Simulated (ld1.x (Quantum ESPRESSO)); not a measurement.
# A TM semilocal potential for ruthenium, from input to tests

Task: generate the file, and judge it by its errors in other configurations, its logarithmic derivatives, its ghosts and its cutoff.

Program: ld1.x (Quantum ESPRESSO) 7.5. Reference atom: LDA (PZ), scalar-relativistic, spherical and spin-unpolarised. All values are calculated.

## (1) The design

The settings as typed:

- element: ruthenium (Ru, Z = 44)
- type: norm-conserving Troullier–Martins (semilocal form)
- frozen core: [Kr]
- valence charge: 8
- reference configuration: 4d7 5s1 5p0
- partial waves: 5s (bound): rc 2.75 bohr; 4d (bound): rc 1.35 bohr; 5p (bound, empty): rc 3.15 bohr
- local potential: the p channel
- core correction: not asked for

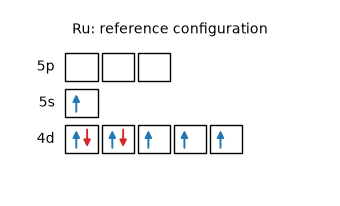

The outer shells as boxes. The arrows follow Hund's rule for the drawing; the calculation itself is spin-unpolarised.

## (2) Generation

File Ru.in:

```
 &input
   title='Ru', zed=44., rel=1, dft='PZ', iswitch=3,
   config='[Kr] 4d7 5s1 5p0',
   nld=3, rlderiv=3.40, eminld=-2.0, emaxld=5.0, deld=0.02
 /
 &inputp
   pseudotype=1, tm=.true., lloc=1,
   nlcc=.false.,
   file_pseudopw='Ru.pp', file_wfcaegen='ae.wfc', file_wfcncgen='nc.wfc'
 /
3
5S  1  0   1.00   0.00  2.75  2.75  0.0
4D  3  2   7.00   0.00  1.35  1.35  0.0
5P  2  1   0.00   0.00  3.15  3.15  0.0
 &test
   configts(1)='4d7 5s1 5p0'
 /
```

Launch:

```
ld1.x < Ru.in > Ru.out
```

What the program wrote to Ru.out (without the banner and most projector matrices):

```text
     Program LD1 v.7.5
     --------------------------- All-electron run ----------------------------

     Ru
     scalar relativistic calculation

     atomic number is 44.00
     dft =PZ   lsd =0 sic =0 latt =0  beta=0.20 tr2=1.0E-14
     Exchange-correlation= PZ
                           (   1   1   0   0   0   0   0)
     mesh =1233 r(mesh) = 101.06970 a.u. xmin = -7.00 dx = 0.01250
     1 Ry =  13.60569312 eV, c = 137.03599908

     n l     nl                  e(Ry)          e(Ha)          e(eV)
     1 0     1S 1( 2.00)     -1610.2507      -805.1253    -21908.5768
     2 0     2S 1( 2.00)      -231.5812      -115.7906     -3150.8228
     2 1     2P 1( 6.00)      -207.5555      -103.7777     -2823.9360
     3 0     3S 1( 2.00)       -40.7426       -20.3713      -554.3318
     3 1     3P 1( 6.00)       -32.8475       -16.4238      -446.9136
     4 0     4S 1( 2.00)        -5.6183        -2.8092       -76.4411
     4 1     4P 1( 6.00)        -3.4198        -1.7099       -46.5287
     3 2     3D 1(10.00)       -20.1019       -10.0509      -273.5001
     4 2     4D 1( 7.00)        -0.3971        -0.1985        -5.4022
     5 0     5S 1( 1.00)        -0.3321        -0.1660        -4.5182
     5 1     5P 1( 0.00)        -0.0761        -0.0381        -1.0359

     final scf error:  3.3E-15 reached in  29 iterations

     Etot =   -9052.553611 Ry,   -4526.276805 Ha, -123166.266408 eV

     Ekin =    9358.614021 Ry,    4679.307010 Ha,  127330.430422 eV
     Encl =  -21846.522032 Ry,  -10923.261016 Ha, -297237.074570 eV
     Eh   =    3693.040664 Ry,    1846.520332 Ha,   50246.377963 eV
     Exc  =    -257.686264 Ry,    -128.843132 Ha,   -3506.000224 eV

     normalization and overlap integrals

     s(1S/1S) =  1.000000  <r> =   0.0335  <r2> =    0.0015  r(max) =   0.0216
     s(2S/2S) =  1.000000  <r> =   0.1458  <r2> =    0.0251  r(max) =   0.1229
     s(2P/2P) =  1.000000  <r> =   0.1270  <r2> =    0.0197  r(max) =   0.0981
     s(3S/3S) =  1.000000  <r> =   0.4034  <r2> =    0.1864  r(max) =   0.3600
     s(3P/3P) =  1.000000  <r> =   0.4036  <r2> =    0.1894  r(max) =   0.3555
     s(4S/4S) =  1.000000  <r> =   1.0176  <r2> =    1.1752  r(max) =   0.9078
     s(4P/4P) =  1.000000  <r> =   1.1275  <r2> =    1.4608  r(max) =   0.9785
     s(3D/3D) =  1.000000  <r> =   0.3844  <r2> =    0.1770  r(max) =   0.3022
     s(4D/4D) =  1.000000  <r> =   1.7064  <r2> =    3.6581  r(max) =   1.2102
     s(5S/5S) =  1.000000  <r> =   3.3368  <r2> =   12.8661  r(max) =   2.7273
     s(5P/5P) =  1.000000  <r> =   5.0236  <r2> =   30.1497  r(max) =   3.8221

     ------------------------ End of All-electron run ------------------------

     --------------------- Generating NC pseudopotential ---------------------

      Generating local pot.: lloc=1, matching radius rcloc =   3.1500

      Wfc   5S  rcut= 2.762  Using Troullier-Martins method

      Wfc   4D  rcut= 1.338  Using Troullier-Martins method

     ------------------- End of pseudopotential generation -------------------

     [... the all-electron block is printed once more ...]


     Computing logarithmic derivative in   3.39424
     Computing logarithmic derivative in   3.39424
     Computing the partial wave expansion
     R is outside the sphere for l=    0 j= 0.00
       no projector for channel:   1
     R is outside the sphere for l=    2 j= 0.00

     ---------------------- Testing the pseudopotential ----------------------

     Ru
     scalar relativistic calculation

     atomic number is 44.00   valence charge is  8.00
     dft =PZ   lsd =0 sic =0 latt =0  beta=0.20 tr2=1.0E-14
     mesh =1233 r(mesh) = 101.06970 xmin = -7.00 dx = 0.01250

     n l     nl             e AE (Ry)        e PS (Ry)    De AE-PS (Ry)
     3 2     4D   1( 7.00)       -0.39706       -0.39705       -0.00001
     1 0     5S   1( 1.00)       -0.33208       -0.33208        0.00000
     2 1     5P   1( 0.00)       -0.07614       -0.07614        0.00000

     eps = 7.7E-17  iter =  6

     Etot =   -9052.553611 Ry,   -4526.276805 Ha, -123166.266408 eV
     Etotps =   -32.405032 Ry,     -16.202516 Ha,    -440.892922 eV

     Ekin =      33.532402 Ry,      16.766201 Ha,     456.231575 eV
     Encl =     -55.787780 Ry,     -27.893890 Ha,    -759.031414 eV
     Ehrt =      31.189569 Ry,      15.594784 Ha,     424.355700 eV
     Ecxc =      -6.172385 Ry,      -3.086193 Ha,     -83.979578 eV
     Epseu=     -35.166838 Ry,     -17.583419 Ha,    -478.469204 eV

     ---------------------- End of pseudopotential test ----------------------
```

Wall time 1.4 s (1 thread, shared host). (Generation and the later configuration tests together.)

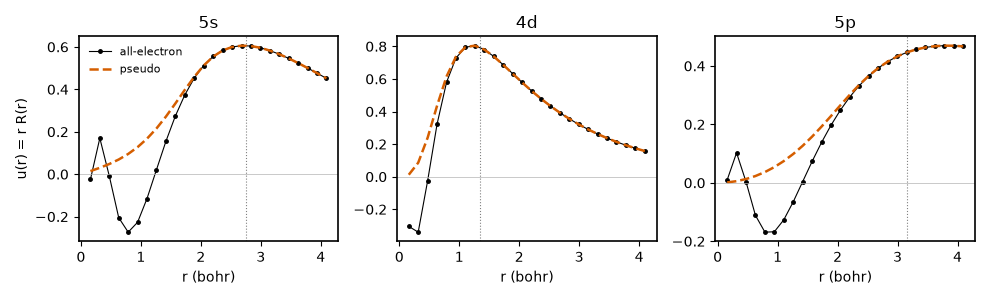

Bound waves of the atom and their pseudo partners (5s, 4d, 5p), with the matching radii dotted. The curves join 26 sampled radii, too few to resolve the innermost nodes.

## (3) Testing the new file in other configurations

File Ru.test.in:

```
 &input
   title='Ru', zed=44., rel=1, dft='PZ', iswitch=2,
   config='[Kr] 4d7 5s1 5p0'
 /
 &test
   file_pseudo='Ru.pp', nconf=10,
   configts(1)='4d7 5s1 5p0',
   configts(2)='4d7 5s0 5p0',
   configts(3)='4d6 5s0 5p0',
   configts(4)='4d5 5s0 5p0',
   configts(5)='4d7 5s0.5 5p0',
   configts(6)='4d6 5s1 5p1',
   configts(7)='4d6 5s1 5p0',
   configts(8)='4d8 5s0 5p0',
   configts(9)='4d7 5s1 5p0', lsdts(9)=1,
   configts(10)='4d7 5s0 5p0', lsdts(10)=1
 /
```

Launch:

```
ld1.x < Ru.test.in > Ru.test.out
```

Ru.test.out, the pseudopotential blocks:

```text
     ---------------------- Testing the pseudopotential ----------------------

     Ru
     scalar relativistic calculation

     atomic number is 44.00   valence charge is  8.00
     dft =PZ   lsd =0 sic =0 latt =0  beta=0.20 tr2=1.0E-14
     mesh =1233 r(mesh) = 101.06970 xmin = -7.00 dx = 0.01250

     n l     nl             e AE (Ry)        e PS (Ry)    De AE-PS (Ry)
     3 2     4D   1( 7.00)       -0.39706       -0.39705       -0.00001
     1 0     5S   1( 1.00)       -0.33208       -0.33208        0.00000
     2 1     5P   1( 0.00)       -0.07614       -0.07614        0.00000

     eps = 1.2E-15  iter = 12

     Etot =   -9052.553611 Ry,   -4526.276805 Ha, -123166.266408 eV
     Etotps =   -32.405032 Ry,     -16.202516 Ha,    -440.892919 eV

     Ekin =      33.532402 Ry,      16.766201 Ha,     456.231578 eV
     Encl =     -55.787780 Ry,     -27.893890 Ha,    -759.031415 eV
     Ehrt =      31.189569 Ry,      15.594784 Ha,     424.355701 eV
     Ecxc =      -6.172385 Ry,      -3.086193 Ha,     -83.979578 eV
     Epseu=     -35.166838 Ry,     -17.583419 Ha,    -478.469204 eV

     ---------------------- End of pseudopotential test ----------------------

     ---------------------- Testing the pseudopotential ----------------------

     Ru
     [...]
     n l     nl             e AE (Ry)        e PS (Ry)    De AE-PS (Ry)
     3 2     4D   1( 7.00)       -0.94100       -0.93820       -0.00279
     1 0     5S   1( 0.00)       -0.79594       -0.79605        0.00011
     2 1     5P   1( 0.00)       -0.46105       -0.46175        0.00070

     eps = 2.0E-15  iter =  7

     Etot =   -9051.994038 Ry,   -4525.997019 Ha, -123158.653034 eV
     Etotps =   -31.845257 Ry,     -15.922628 Ha,    -433.276791 eV
     dEtot_ae =       0.559573 Ry
     dEtot_ps =       0.559775 Ry,   Delta E=      -0.000202 Ry

     [...]
     ---------------------- End of pseudopotential test ----------------------

     ---------------------- Testing the pseudopotential ----------------------

     Ru
     [...]
     n l     nl             e AE (Ry)        e PS (Ry)    De AE-PS (Ry)
     3 2     4D   1( 6.00)       -1.79164       -1.79151       -0.00013
     1 0     5S   1( 0.00)       -1.42522       -1.42148       -0.00373
     2 1     5P   1( 0.00)       -1.00002       -0.99716       -0.00286

     eps = 1.1E-17  iter =  7

     Etot =   -9050.638922 Ry,   -4525.319461 Ha, -123140.215736 eV
     Etotps =   -30.492077 Ry,     -15.246038 Ha,    -414.865839 eV
     dEtot_ae =       1.914689 Ry
     dEtot_ps =       1.912955 Ry,   Delta E=       0.001734 Ry

     [...]
     ---------------------- End of pseudopotential test ----------------------

     ---------------------- Testing the pseudopotential ----------------------

     Ru
     [...]
     n l     nl             e AE (Ry)        e PS (Ry)    De AE-PS (Ry)
     3 2     4D   1( 5.00)       -2.76098       -2.77010        0.00912  !
     1 0     5S   1( 0.00)       -2.13394       -2.12842       -0.00552  !
     2 1     5P   1( 0.00)       -1.62704       -1.62189       -0.00515  !

     eps = 7.0E-15  iter =  7

     Etot =   -9048.371589 Ry,   -4524.185794 Ha, -123109.367098 eV
     Etotps =   -28.220632 Ry,     -14.110316 Ha,    -383.961264 eV
     dEtot_ae =       4.182022 Ry
     dEtot_ps =       4.184399 Ry,   Delta E=      -0.002377 Ry

     [...]
     ---------------------- End of pseudopotential test ----------------------

     ---------------------- Testing the pseudopotential ----------------------

     Ru
     [...]
     n l     nl             e AE (Ry)        e PS (Ry)    De AE-PS (Ry)
     3 2     4D   1( 7.00)       -0.65847       -0.65728       -0.00118
     1 0     5S   1( 0.50)       -0.55749       -0.55761        0.00011
     2 1     5P   1( 0.00)       -0.26051       -0.26077        0.00026

     eps = 1.6E-16  iter = 12

     Etot =   -9052.331945 Ry,   -4526.165973 Ha, -123163.250495 eV
     Etotps =   -32.183283 Ry,     -16.091642 Ha,    -437.875872 eV
     dEtot_ae =       0.221666 Ry
     dEtot_ps =       0.221749 Ry,   Delta E=      -0.000083 Ry

     [...]
     ---------------------- End of pseudopotential test ----------------------

     ---------------------- Testing the pseudopotential ----------------------

     Ru
     [...]
     n l     nl             e AE (Ry)        e PS (Ry)    De AE-PS (Ry)
     3 2     4D   1( 6.00)       -0.68249       -0.68905        0.00656  !
     1 0     5S   1( 1.00)       -0.47211       -0.47070       -0.00141
     2 1     5P   1( 1.00)       -0.16600       -0.16459       -0.00141

     eps = 6.0E-16  iter = 12

     Etot =   -9052.137728 Ry,   -4526.068864 Ha, -123160.608041 eV
     Etotps =   -31.985929 Ry,     -15.992964 Ha,    -435.190730 eV
     dEtot_ae =       0.415882 Ry
     dEtot_ps =       0.419103 Ry,   Delta E=      -0.003221 Ry

     [...]
     ---------------------- End of pseudopotential test ----------------------

     ---------------------- Testing the pseudopotential ----------------------

     Ru
     [...]
     n l     nl             e AE (Ry)        e PS (Ry)    De AE-PS (Ry)
     3 2     4D   1( 6.00)       -1.14778       -1.15077        0.00299
     1 0     5S   1( 1.00)       -0.89100       -0.88842       -0.00258
     2 1     5P   1( 0.00)       -0.53127       -0.52864       -0.00262

     eps = 5.6E-15  iter =  8

     Etot =   -9051.794948 Ry,   -4525.897474 Ha, -123155.944269 eV
     Etotps =   -31.645205 Ry,     -15.822603 Ha,    -430.554952 eV
     dEtot_ae =       0.758663 Ry
     dEtot_ps =       0.759827 Ry,   Delta E=      -0.001163 Ry

     [...]
     ---------------------- End of pseudopotential test ----------------------

     ---------------------- Testing the pseudopotential ----------------------

     Ru
     [...]
     n l     nl             e AE (Ry)        e PS (Ry)    De AE-PS (Ry)
     3 2     4D   1( 8.00)       -0.24926       -0.24839       -0.00087
     1 0     5S   1( 0.00)       -0.27089       -0.27372        0.00282
     2 1     5P   1( 0.00)       -0.04414       -0.04593        0.00179

     eps = 1.4E-16  iter =  9

     Etot =   -9052.573266 Ry,   -4526.286633 Ha, -123166.533826 eV
     Etotps =   -32.422435 Ry,     -16.211217 Ha,    -441.129698 eV
     dEtot_ae =      -0.019655 Ry
     dEtot_ps =      -0.017403 Ry,   Delta E=      -0.002252 Ry

     [...]
     ---------------------- End of pseudopotential test ----------------------

     ---------------------- Testing the pseudopotential ----------------------

     Ru
     [...]
     n l     nl             e AE (Ry)        e PS (Ry)    De AE-PS (Ry)
     3 2     4D   1( 5.00)       -0.44513       -0.48295        0.03781  !
     1 0     5S   1( 1.00)       -0.36361       -0.36639        0.00278
     2 1     5P   1( 0.00)       -0.09266       -0.09267        0.00000
     3 2     4D   2( 2.00)       -0.31149       -0.24621       -0.06529  !
     1 0     5S   2( 0.00)       -0.27382       -0.27173       -0.00209
     2 1     5P   2( 0.00)       -0.04390       -0.04675        0.00285

     eps = 7.3E-15  iter = 16

     Etot =   -9052.674808 Ry,   -4526.337404 Ha, -123167.915377 eV
     Etotps =   -32.602992 Ry,     -16.301496 Ha,    -443.586309 eV
     dEtot_ae =      -0.121197 Ry
     dEtot_ps =      -0.197961 Ry,   Delta E=       0.076764 Ry

     [...]
     ---------------------- End of pseudopotential test ----------------------

     ---------------------- Testing the pseudopotential ----------------------

     Ru
     [...]
     n l     nl             e AE (Ry)        e PS (Ry)    De AE-PS (Ry)
     3 2     4D   1( 5.00)       -0.99160       -1.02529        0.03369  !
     1 0     5S   1( 0.00)       -0.82090       -0.82409        0.00319
     2 1     5P   1( 0.00)       -0.47562       -0.47668        0.00106
     3 2     4D   2( 2.00)       -0.86871       -0.80139       -0.06732  !
     1 0     5S   2( 0.00)       -0.76009       -0.75560       -0.00449
     2 1     5P   2( 0.00)       -0.43967       -0.44127        0.00160

     eps = 6.5E-15  iter = 19

     Etot =   -9052.085805 Ry,   -4526.042903 Ha, -123159.901590 eV
     Etotps =   -32.010965 Ry,     -16.005483 Ha,    -435.531372 eV
     dEtot_ae =       0.467805 Ry
     dEtot_ps =       0.394066 Ry,   Delta E=       0.073739 Ry

     [...]
     ---------------------- End of pseudopotential test ----------------------
```

Energies count from the reference configuration 4d7 5s1 5p0; the error is all-electron less pseudo. Spin-polarised rows fill open shells by Hund's rule and count from the unpolarised reference.

| valence configuration | charge | ΔE all-electron (eV) | error AE − PS (meV) |
| --- | --- | --- | --- |
| 4d7 5s0 5p0 | +1 | 7.613 | -2.7 |
| 4d6 5s0 5p0 | +2 | 26.051 | +24 |
| 4d5 5s0 5p0 | +3 | 56.899 | -32 |
| 4d7 5s0.5 5p0 | +0.5 | 3.016 | -1.1 |
| 4d6 5s1 5p1 | 0 | 5.658 | -44 |
| 4d6 5s1 5p0 | +1 | 10.322 | -16 |
| 4d8 5s0 5p0 | 0 | -0.267 | -31 |
| 4d7 5s1 5p0 (spin-polarised) | 0 | -1.649 | +1044 |
| 4d7 5s0 5p0 (spin-polarised) | +1 | 6.365 | +1003 |

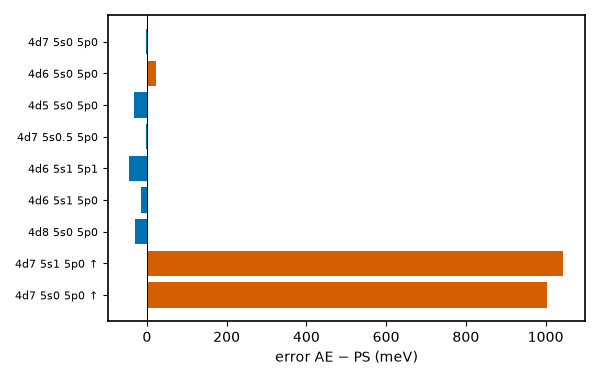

Error of the potential in each test configuration; ↑ marks spin-polarised tests.

## (4) Logarithmic derivatives

Taken from the files of the generation run. The phase is arctan(r·u′/u) with u = r·R, unwrapped, with energies in Ry. A pole is an energy at which the radial function vanishes at the test radius. The pseudo phase is shifted by a multiple of π to meet the all-electron one at the reference energy. Levels narrower than the energy grid can be missing from the poles. The last column is the largest difference on the grid between −1 and +1 Ry.

| channel | radius (bohr) | reference (Ry) | poles AE | poles PS | window around the reference with phases within 0.05 rad (Ry) | largest difference near zero (rad) |
| --- | --- | --- | --- | --- | --- | --- |
| s | 3.39 | -0.33 | 0.54 | 0.52, 4.14 | below 1.6 | 0.010 |
| p | 3.39 | -0.08 | 1.34 | 1.26 | below 2.1 | 0.010 |
| d | 3.39 | -0.40 | -0.29, 2.92 | -0.29, 2.91 | the whole range | 0.001 |

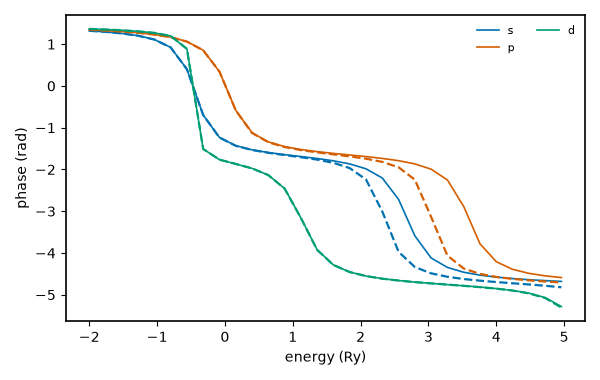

All-electron (solid) and pseudo (dashed) phases against energy.

## (5) Cutoff and ghost test in a Bessel basis

A separate test, outside the generator: the pseudo-atom's Hamiltonian at the reference potential is diagonalised in spherical Bessel functions j_l(qr) that vanish at 20 bohr, with q² up to the cutoff.

All-electron valence levels (Ry): 5s -0.3321, 4d -0.3971, 5p -0.0761. The lowest levels of each channel (Ry) by cutoff; the last column sums, over occupied levels, occupation times the distance from the level at 400 Ry. A positive value at high cutoff is not a bound level.

| cutoff (Ry) | s #1 | d #1 | p #1 | Σ f·Δε (mRy) |
| --- | --- | --- | --- | --- |
| 8 | -0.3291 | 0.0389 | -0.0760 | 3054.5 |
| 15 | -0.3316 | -0.0779 | -0.0761 | 2234.5 |
| 25 | -0.3320 | -0.2765 | -0.0761 | 844.0 |
| 45 | -0.3321 | -0.3890 | -0.0761 | 56.4 |
| 55 | -0.3321 | -0.3957 | -0.0761 | 9.7 |
| 60 | -0.3321 | -0.3965 | -0.0761 | 4.2 |
| 70 | -0.3321 | -0.3970 | -0.0761 | 0.7 |
| 90 | -0.3321 | -0.3970 | -0.0761 | 0.3 |
| 400 | -0.3321 | -0.3971 | -0.0761 | 0.0 |

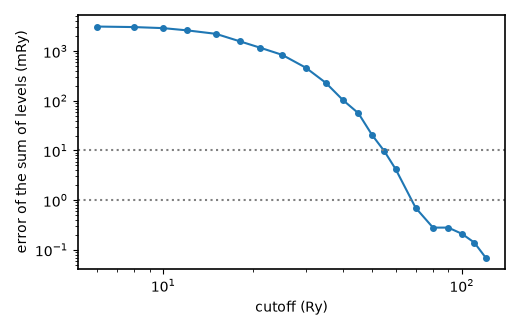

Occupation-weighted error of the valence levels against the cutoff; the dotted lines mark 10 and 1 mRy.

The sum stays within 10 mRy from 55 Ry and within 1 mRy from 70 Ry. The sum leaves out empty levels, which can need more. Ghost test: no level below the all-electron spectrum of its channel (s, d, p tested).

## (6) Outcome

```
                                                quantity                     value
               cutoffs for 10 and 1 mRy, occupied levels           55 Ry and 70 Ry
                                            bound ghosts                none found
         largest test error (AE − PS), unpolarised tests  -44 meV, for 4d6 5s1 5p1
largest phase difference near zero energy, channels read                 0.010 rad
```

The worst unpolarised test, 4d6 5s1 5p1, is off by 44 meV on 5.7 eV; by total energies transferability rates as fair. The spin-polarised tests miss by far more, up to 1044 meV (4d7 5s1 5p0). It counts as of middling hardness, with 55 Ry needed at the looser tolerance. The slowest occupied level is 4d: taken alone it needs 60 Ry to come within 1 mRy, against 15 Ry for 5s. The Bessel-basis test finds no level below the valence levels. Near zero energy the phases of the channels with partial waves agree within 0.010 rad. All of this concerns the isolated atom, not yet a solid.
